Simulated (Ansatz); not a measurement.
# SrMoO3: pressure series

The reference is SrMoO$_{3}$ in the cubic perovskite structure (space group Pm-3m, No. 221; a = 3.950 Å; a cell from a computed database, its experimental status unchecked).

Cell and atoms are relaxed at each pressure.

Computed with PBEsol/PAW in Ansatz (a program for electronic structure), scalar-relativistic without spin-orbit coupling.

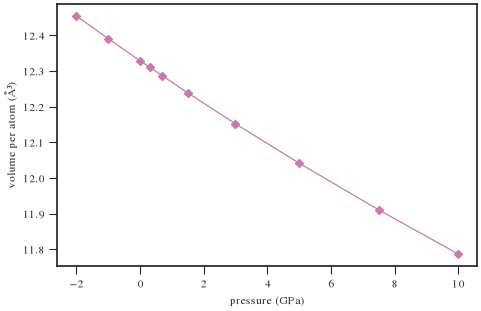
Fig. 1. Volume per atom against pressure

```tsv
pressure (GPa)	volume per atom
-2	12.45 Å³
-1	12.39 Å³
0.3	12.31 Å³
0.7	12.29 Å³
1.5	12.24 Å³
3	12.15 Å³
5	12.04 Å³
7.5	11.91 Å³
10	11.79 Å³
```

Load acts through the strain it causes; cell and atoms are relaxed under it. Stability against distortions was not tested. No other phases were tried under pressure. No Hubbard U is applied, and correlation can decide whether such a compound is a metal. The final runs are not spin-polarised. Many cubic perovskites are stable only at high temperature; tilts and polar distortions were not tested.
